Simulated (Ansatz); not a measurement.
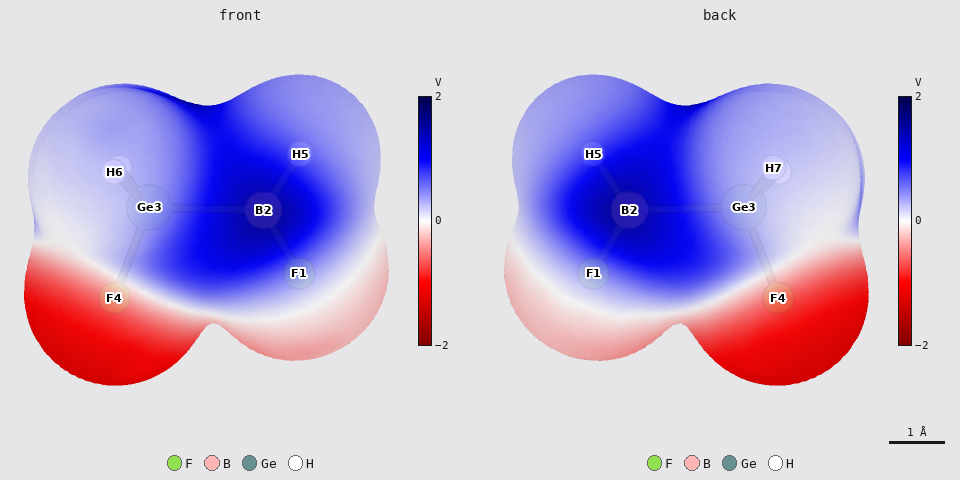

*BF$_{2}$GeH$_{3}$ (SMILES F[BH][GeH2][F]). The electrostatic potential painted on the density surface at 0.001 e/bohr³, seen from the front and from behind; the colour scale runs from red (negative) to blue (positive).*

Method: RKS PBE/def2-SVP (Ansatz 0.2.0).

| atom | x (Å) | y (Å) | z (Å) |
| --- | --- | --- | --- |
| F | -0.7688 | -1.5676 | 1.3878 |
| B | -0.0900 | -1.2322 | 0.3013 |
| Ge | 0.0777 | 0.7684 | -0.2740 |
| F | -0.7804 | 1.7948 | 0.8853 |
| H | 0.4284 | -2.1321 | -0.3441 |
| H | 1.5505 | 1.2738 | -0.2891 |
| H | -0.5657 | 1.0559 | -1.6626 |

Q: Describe the electrostatic potential map.

A: The most negative region (about −1.2 V) lies over F4, the most positive (about +1.5 V) over B2 and Ge3.
